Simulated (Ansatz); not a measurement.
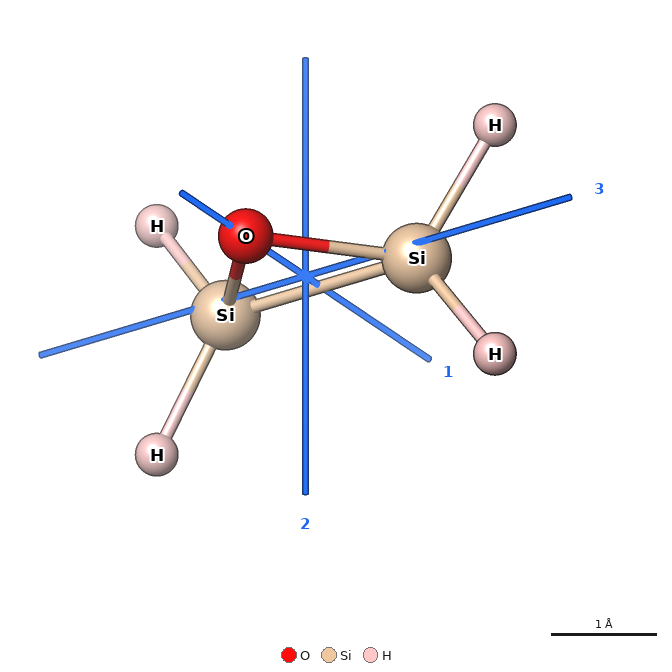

The three principal axes of inertia are drawn and numbered. Depth is shown by fading: the farther an atom, the more it takes the colour of the background. The geometry was computed by an optimisation with PBE0-D4/def2-TZVP. No frequency run is at hand to confirm it as a minimum. Masses are those of the most abundant isotopes; constants are for the rigid equilibrium geometry.

> Which line is the a axis (least moment of inertia), which b and which c?

a is line 3, b is line 1, c is line 2; the moments are 27.3, 88.2, 104 u Å².

> What kind of rotor is it, and what are its rotational constants in MHz?

An asymmetric top (C2v): A = 18487, B = 5729, C = 4879 MHz. Ray's parameter κ is −0.88, close to the prolate limit.
